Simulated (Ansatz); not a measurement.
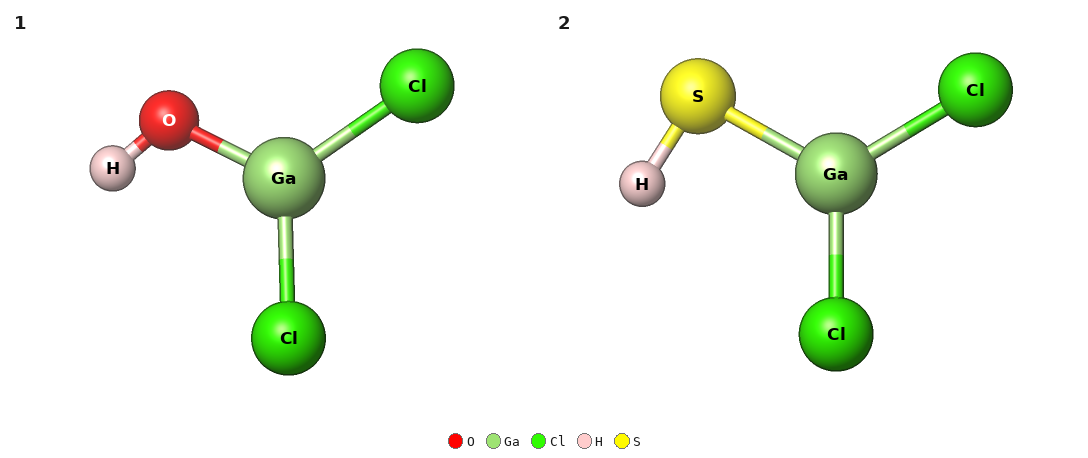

2 molecules with one skeleton, seen from the same side and at one scale. Each species is neutral and a spin singlet. Computed geometries: PBE0-D4/def2-TZVP optimisations, one conformation each. Properties computed with Ansatz 0.2.0.

One atom differs, called X below: O in panel 1, S in panel 2. Their formulas are Cl2GaHO (`[OH][Ga]([Cl])[Cl]`), Cl2GaHS (`[SH][Ga]([Cl])[Cl]`).

> In which is the HOMO–LUMO gap larger (PBE0-D4/def2-QZVPP)?

In panel 1 (X = O).

> In which is the harmonic zero-point energy higher (PBE0-D4/def2-TZVP)?

In panel 1 (X = O).

Give the values. With PBE0-D4/def2-TZVP: length of X–Ga (Å), length of X–H (Å), angle Ga–X–H (°), dipole moment (D), harmonic zero-point energy (kJ/mol). With PBE0-D4/def2-QZVPP: HOMO energy (Kohn–Sham orbital) (eV), HOMO–LUMO gap (eV).

```csv
quantity,1 (O),2 (S),2 − 1
length of X–Ga (Å),1.765,2.175,+0.410
length of X–H (Å),0.961,1.345,+0.384
angle Ga–X–H (°),112.9,92.3,−20.6
HOMO energy (Kohn–Sham orbital) (eV),−9.44,−8.38,+1.06
HOMO–LUMO gap (eV),7.76,6.71,−1.05
dipole moment (D),1.46,1.43,−0.03
harmonic zero-point energy (kJ/mol),42.9,32.1,−10.8
```
